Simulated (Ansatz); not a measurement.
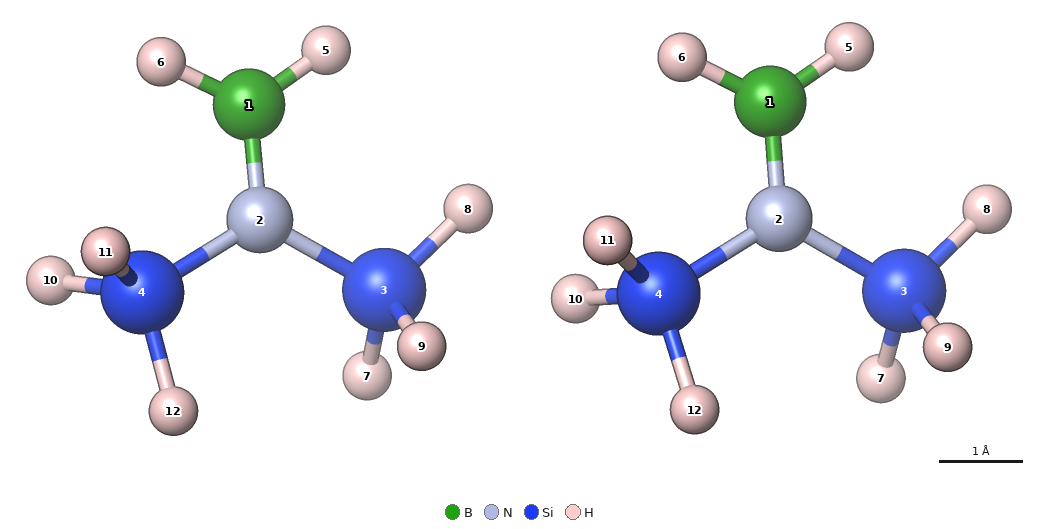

Two geometries of BSi2NH8, drawn at one scale. One is the start of a relaxation, the other its converged end. The picture is a ball-and-stick view, seen at a tilt.

Theory: RKS PBE0-D4/def2-TZVP (Ansatz). (force threshold 0.005 eV/Å; at most 150 steps)

Question: Which of the two is the end point?

Answer: The left one is the relaxed one. The start comes from PBE-D4/def2-SVP. After 13 geometry steps the energy has fallen by 0.061 eV. The largest force component goes from 0.42 to 0.001 eV/Å. H11 moves most after the best rigid fit: 0.27 Å. By element the largest moves are H 0.27 Å, B 0.09 Å, Si 0.05 Å, N 0.03 Å. Among the contacts that change: N2–Si4 1.791 → 1.756 Å, N2–Si3 1.786 → 1.751 Å, B1–H5 1.219 → 1.198 Å, Si3–H7 1.505 → 1.486 Å. The run took 64 s on 4 threads of Arm Neoverse N1 (shared host).
